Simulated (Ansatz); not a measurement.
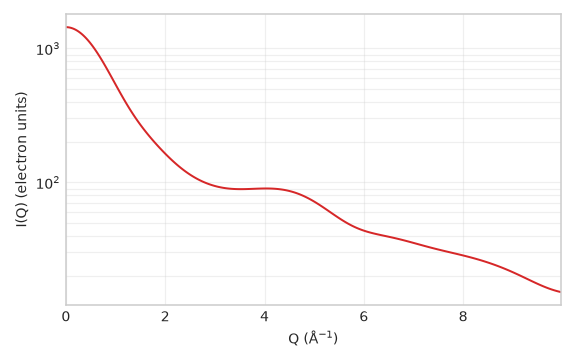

Elastic X-ray scattering of a randomly oriented, rigid molecule, calculated with the Debye equation from neutral-atom form factors (independent atoms, no Compton part, no vibration). The geometry is the end point of an optimisation (RKS B3LYP/def2-SVP in Ansatz); it may be a saddle point or a higher isomer. It contains B, O, Al, N, H.

Question: How many electrons does the independent-atom model of the molecule hold?

Answer: I(0) is the square of the electron number: I(0) = 1440, so about 38 electrons, the count of AlBH5NO.

Question: What radius of gyration does the initial fall-off give?

Answer: From I(Q) ≈ I(0) exp(−Q²R²/3) at small Q, R ≈ 1.88 Å. It is larger than the electron-weighted radius of the nuclear positions alone (1.71 Å), because each atom's electron cloud adds to it.
